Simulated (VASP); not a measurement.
Band structure of ZnS (space group P6_3mc). These are PBE GGA, VASP's PBE PAW potentials (set 64) (plane waves; VASP) values and carry that method's errors.

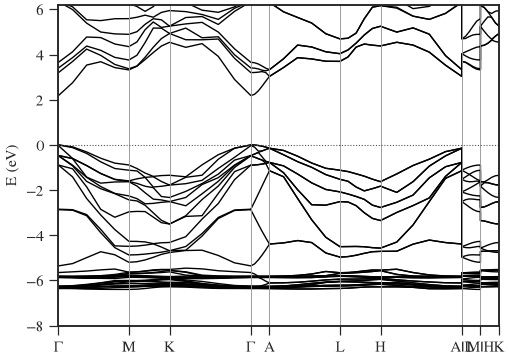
*Bands along high-symmetry lines, zero at the valence-band maximum or, without a gap, the Fermi level*

### Question
Read the plot: is there a gap, and where are the band edges?

### Answer
The gap is direct, 2.18 eV, from the valence maximum at Γ to the conduction minimum at Γ.

The structure comes from a computed database's ZnS entry (P6_3mc); how it stands against other phases isn't given here. The cell was not relaxed at this level.
